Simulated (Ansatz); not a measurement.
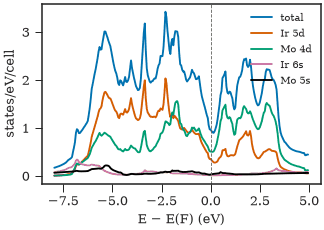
Total and projected density of states of MoIr (L1₀ or tetragonal B2, P4/mmm), DFT-PBEsol in the program Ansatz with PAW potentials

Task: Which orbitals carry the states next to the Fermi level?

Result: Within 0.5 eV of the Fermi level: Mo 4d 56 %, Ir 5d 35 %. Projections are on Löwdin-orthogonalised atomic valence shells; empty p or d shells of many metals are not among them.

Task: Where is the tallest occupied peak in this window, and what makes it?

Result: Near -2.3 eV, about 3.4 states/eV per cell; the largest projected share is Ir 5d.

The start of the workflow was typed in or built on a structure type; neither database checked (COD, Materials Project) lists it. COD files the formula under space group No. 51. Its standing as an ambient phase is unchecked. Symmetry was held in the PBEsol relaxation; its stability against distortions is not shown here. No spin polarisation was allowed. Scalar-relativistic: spin–orbit coupling is off unless named, which matters more the heavier the elements.

Potentials: the later of the program's two PAW sets.
